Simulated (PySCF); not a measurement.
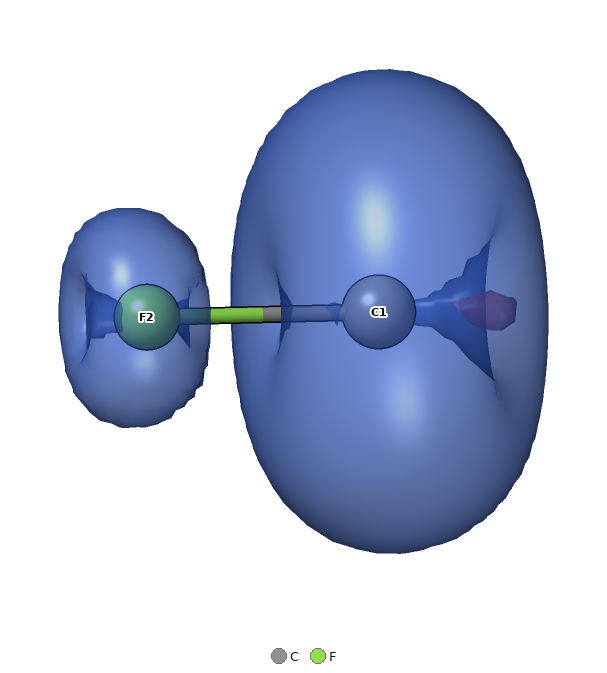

CF (charge −1, triplet). Isosurfaces of the spin density at +0.04 (blue) and −0.04 e/Å³ (red), seen from one side.

The calculation used PBE0/aug-pcseg-1, non-relativistic, at a bond length of 1.434 Å (PySCF 2.14.0).

### Where is the unpaired spin?

The unpaired spin (2 electrons) lies mostly on C1 (about 1.8) and F2 (about 0.2), in electrons by Hirshfeld's partition.
